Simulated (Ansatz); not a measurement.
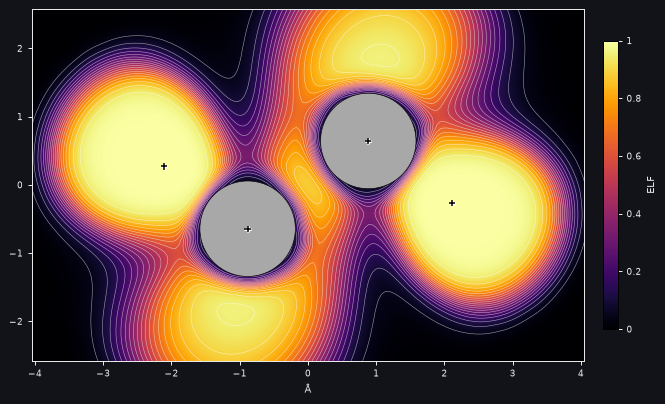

The ELF on a plane through atoms (crosses mark nuclei in the plane; grey discs cover the cores).

Level of theory: UKS PBE0-D4/def2-TZVPD (Ansatz).

Candidates:
A. BSi$_{3}$ (charge −1, quintet)
B. H$_{2}$Si$_{2}$ (charge −1, doublet)

### Which system is this?

Candidate B: H$_{2}$Si$_{2}$ on the molecular plane, which holds Si and H. Si–Si (2.19 Å): the ELF peaks at about 0.90 between the atoms; localised, covalent bonding. Si–H (1.53 Å): the ELF climbs to about 1 towards the hydrogen, as it does in any bond to H.
